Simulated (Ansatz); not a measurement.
**[SiH5]− (SMILES [H][Si-]([H])([H])([H])[H]): levels of theory compared**

We compute a comparison of 6 runs (B3LYP/STO-3G, UB3LYP/STO-3G, wB97X/STO-3G, MP2/STO-3G, CCSDTQ/STO-3G, CCSD/STO-3G) of [SiH5]−. 

The results are computed with Ansatz 0.2.0.

### Step 1. Starting point

[SiH5]−: 6 atoms, total charge -1, spin state singlet. As SMILES, `[H][Si-]([H])([H])([H])[H]`. The H4–Si1 distance was set to 2.237 Å, away from the relaxed value. At this shape a bond of the SMILES string is far longer than usual.

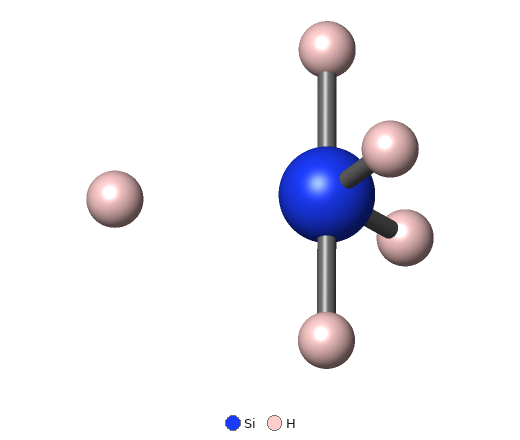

Viewed from a chosen angle; silicon blue, hydrogen pink.

### Step 2. A single-point energy at B3LYP/STO-3G (run 1)

Contents of in.yaml:

```yaml
crystal:
  periodic: [false, false, false]
  atoms:
    - {symbol: Si, position_ang: [-0.745644, -0.005580, -0.007395]}
    - {symbol: H, position_ang: [-0.765294, -0.013600, 1.631045]}
    - {symbol: H, position_ang: [-0.723614, 0.002050, -1.651305]}
    - {symbol: H, position_ang: [1.490630, 0.011850, 0.019200]}
    - {symbol: H, position_ang: [-1.502954, 1.279290, -0.011485]}
    - {symbol: H, position_ang: [-1.480134, -1.303060, -0.024385]}
basis:
  gaussian:
    orbitals: STO-3G
accuracy: high
total_charge: -1
hamiltonian:
  xc: {name: B3LYP}
```

The run is started by

```bash
$ ansatz run in.yaml --threads 1 --pin off --max-ram 2610MiB --events-out events.jsonl --progress --plain --runs-dir runs
```

The program printed:

```text
Warning: RAYON_NUM_THREADS=1 ignored (pool sized by the plan → 1); use --threads N
Functional definition: B3LYP
  name "B3LYP"
  parameter a0 = 0.2
  parameter ax = 0.72
  parameter ac = 0.81
  exchange = (1 - a0 - ax)*slater_x + ax*b88_x + a0*exact_x
  correlation = (1 - ac)*vwn_rpa_c + ac*lyp_c
222 factors; integrals over basis functions are off by at most 1.6e-8 eV
mean field evaluation 1: about -7855.3730 eV, gradient 2.8e1 eV
mean field evaluation 2: about -7851.4981 eV, gradient 3.6e1 eV
mean field evaluation 4: about -7859.2364 eV, gradient 1.2e0 eV
mean field evaluation 8: about -7859.1989 eV, gradient 4.1e-3 eV
mean field evaluation 16: about -7859.1989 eV, gradient 2.1e-9 eV
mean field -7859.19891083 eV, -288.8202328166 hartree, gradient 8.6e-9 eV, S^2 0.000000; 0 other end points of the search recorded, 0 dependent functions left out
reference -7859.19893764 eV, -288.8202338019 hartree; 10, 10 occupied and 4, 4 virtual orbitals, 222 factors
Total energy: -7859.19893764 eV, -288.8202338019 hartree
```

Run time: 0.87 s. Hardware: 1 thread of Arm Neoverse V1, shared host.

### Step 3. The energy at UB3LYP/STO-3G (run 2)

in.yaml: that of step 2 with these lines changed.

```diff
@@ -1 +1,3 @@
+basis:
+  gaussian: {orbitals: STO-3G}
 crystal:
@@ -9,8 +11,5 @@
     - {symbol: H, position_ang: [-1.480134, -1.303060, -0.024385]}
-basis:
-  gaussian:
-    orbitals: STO-3G
+magnetization: {spin_polarized: true}
+hamiltonian: {xc: {name: B3LYP}}
 accuracy: high
 total_charge: -1
-hamiltonian:
-  xc: {name: B3LYP}
```

The run is started by

```bash
$ ansatz run in.yaml --threads 1 --pin off --max-ram 2610MiB --events-out events.jsonl --progress --plain --runs-dir runs
```

The program printed:

```text
Warning: RAYON_NUM_THREADS=1 ignored (pool sized by the plan → 1); use --threads N
[... 7 set-up lines as earlier in the session ...]
222 factors; integrals over basis functions are off by at most 1.6e-8 eV
mean field evaluation 1: about -7855.3730 eV, gradient 2.0e1 eV
mean field evaluation 2: about -7851.4981 eV, gradient 2.5e1 eV
mean field evaluation 4: about -7859.2364 eV, gradient 8.4e-1 eV
mean field evaluation 8: about -7859.1989 eV, gradient 2.9e-3 eV
mean field evaluation 16: about -7859.1989 eV, gradient 1.5e-9 eV
mean field -7859.19891083 eV, -288.8202328166 hartree, gradient 6.1e-9 eV, S^2 0.000000; 1 other end points of the search recorded, 0 dependent functions left out
reference -7859.19893764 eV, -288.8202338019 hartree; 10, 10 occupied and 4, 4 virtual orbitals, 222 factors
Total energy: -7859.19893764 eV, -288.8202338019 hartree
```

It took 1.5 s on 1 thread of Arm Neoverse V1, shared host; peak memory 0.12 GiB.

### Step 4. A single-point energy at wB97X/STO-3G (run 3)

Contents of molecule.yaml:

```yaml
basis:
  gaussian:
    orbitals: STO-3G
crystal:
  periodic: [false, false, false]
  atoms:
    - {symbol: Si, position_ang: [-0.745644, -0.005580, -0.007395]}
    - {symbol: H, position_ang: [-0.765294, -0.013600, 1.631045]}
    - {symbol: H, position_ang: [-0.723614, 0.002050, -1.651305]}
    - {symbol: H, position_ang: [1.490630, 0.011850, 0.019200]}
    - {symbol: H, position_ang: [-1.502954, 1.279290, -0.011485]}
    - {symbol: H, position_ang: [-1.480134, -1.303060, -0.024385]}
accuracy: high
hamiltonian:
  xc: {name: wB97X}
total_charge: -1
```

The run is started by

```bash
$ ansatz run molecule.yaml --threads 1 --pin off --max-ram 2610MiB --events-out events.jsonl --progress --plain --runs-dir runs
```

The program printed:

```text
Warning: RAYON_NUM_THREADS=1 ignored (pool sized by the plan → 1); use --threads N
Functional definition: wB97X
  name "wB97X"
  parameter omega = 0.3/bohr
  parameter cx = 0.157706
  parameter cx1 = 0.726479
  parameter cx2 = 1.04760
  parameter cx3 = -5.70635
  parameter cx4 = 13.2794
  parameter css1 = -4.33879
  parameter css2 = 18.2308
  parameter css3 = -31.7430
  parameter css4 = 17.2901
  parameter cos1 = 2.37031
  parameter cos2 = -11.3995
  parameter cos3 = 6.58405
  parameter cos4 = -3.78132
  exchange = spin_sum(e_x_unif_sr(omega)*poly(b97_u_x, 1 - cx, cx1, cx2, cx3, cx4)) + cx*exact_x_sr(omega)
      + exact_x_lr(omega)
  correlation = spin_sum(e_c_pw_same_spin*poly(b97_u_same, 1, css1, css2, css3, css4))
      + integral(e_c_pw_opposite_spin*poly(b97_u_opposite, 1, cos1, cos2, cos3, cos4))
222 factors; integrals over basis functions are off by at most 1.6e-8 eV
122 factors; integrals over basis functions are off by at most 1.1e-9 eV
mean field evaluation 1: about -7855.5672 eV, gradient 2.2e1 eV
mean field evaluation 2: about -7857.5268 eV, gradient 1.2e1 eV
mean field evaluation 4: about -7858.1568 eV, gradient 2.2e-1 eV
mean field evaluation 8: about -7858.1045 eV, gradient 4.0e-3 eV
mean field evaluation 16: about -7858.1045 eV, gradient 1.4e-8 eV
mean field -7858.10454099 eV, -288.7800154667 hartree, gradient 1.4e-8 eV, S^2 0.000000; 0 other end points of the search recorded, 0 dependent functions left out
reference -7858.10453918 eV, -288.7800154003 hartree; 10, 10 occupied and 4, 4 virtual orbitals, 222 factors
Total energy: -7858.10453918 eV, -288.7800154003 hartree
```

Run time: 4.2 s. Hardware: 1 thread of Arm Neoverse V1, shared host; peak memory 0.22 GiB.

Runs 4 to 5 aren't shown in full; the table further down has their settings and results.

### Step 5. A single-point energy at CCSD/STO-3G (run 6)

Contents of job.yaml:

```yaml
crystal:
  periodic: [false, false, false]
  atoms:
    - {symbol: Si, position_ang: [-0.745644, -0.005580, -0.007395]}
    - {symbol: H, position_ang: [-0.765294, -0.013600, 1.631045]}
    - {symbol: H, position_ang: [-0.723614, 0.002050, -1.651305]}
    - {symbol: H, position_ang: [1.490630, 0.011850, 0.019200]}
    - {symbol: H, position_ang: [-1.502954, 1.279290, -0.011485]}
    - {symbol: H, position_ang: [-1.480134, -1.303060, -0.024385]}
basis:
  gaussian: {orbitals: STO-3G}
scf: {omitted_lower_state_checks: [cluster_reference, increment]}
correlation: {method: ccsd, frozen_orbitals: {H: 0, Si: 5}}
total_charge: -1
accuracy: high
```

The run is started by

```bash
$ ansatz run job.yaml --threads 1 --pin off --max-ram 2610MiB --events-out events.jsonl --progress --plain --runs-dir runs
```

The program printed:

```text
Warning: RAYON_NUM_THREADS=1 ignored (pool sized by the plan → 1); use --threads N
[... 11 lines left out ...]
5 core orbitals not correlated: weight in the atoms' cores, before any rotation towards them, 0.999 or more for the frozen orbitals, at most 0.000 for the correlated occupied ones
[... 22 lines left out ...]
Total energy: -7842.23737281 eV, -288.1969077913 hartree
Checks for a lower state left out: cluster_reference, increment
```

It took 0.1 s on 1 thread of Arm Neoverse V1, shared host.

### Step 6. All runs side by side

```
run          level  frozen core orbitals  energy (Eh)  wall time
  1   B3LYP/STO-3G                     –  -288.820234     0.87 s
  2  UB3LYP/STO-3G                     –  -288.820234      1.5 s
  3   wB97X/STO-3G                     –  -288.780015      4.2 s
  4     MP2/STO-3G                     5  -288.161606     0.08 s
  5  CCSDTQ/STO-3G                     5  -288.198789     0.89 s
  6    CCSD/STO-3G                     5  -288.196908      0.1 s
```

### Step 7. Results

```
                                          quantity          value
                               run 6: total energy  -288.19691 Eh
run 6: correlation energy (5 core orbitals frozen)     -104.5 mEh
                              run 6: T1 diagnostic          0.022
```

**Reading.** Totals of different functionals can't be ranked against each other. In runs 4, 5, 6 the log says that unrestricted orbitals would lower the reference, so the values rest on an unstable closed-shell determinant (other closed-shell runs at this shape may share the fault). In runs 1, 2, 3, 4, 5, 6 the basis is minimal, so the values are rough. All runs together took 7.6 s, the longest 4.2 s.
